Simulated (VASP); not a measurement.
Band structure of LiCl (rock salt). These are AM05 GGA, VASP's PBE PAW potentials (set 64) (plane waves; VASP) values and carry that method's errors.

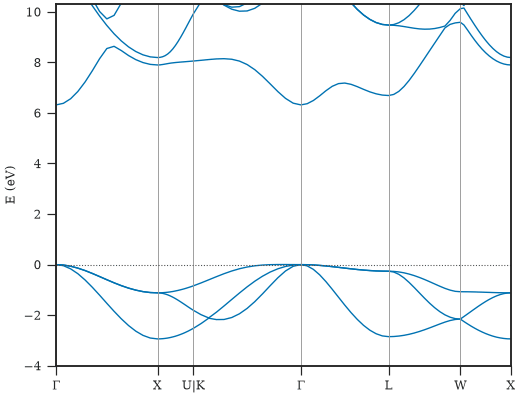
Fig. 1. Bands along high-symmetry lines, zero at the valence-band maximum or, without a gap, the Fermi level

Question: Read the plot: is there a gap, and where are the band edges?

Answer: The gap is indirect, 6.32 eV, from the valence maximum at K-Γ at 0.79 to the conduction minimum at Γ. (Edges off the drawn lines would not show.)

Measured: gap 9.40 eV (computed value off by -3.08 eV), as given by Wei Chen et al., Physical Review Materials (2018), doi:10.1103/physrevmaterials.2.073803.

The compound is LiCl in the rock salt structure. It was relaxed first.
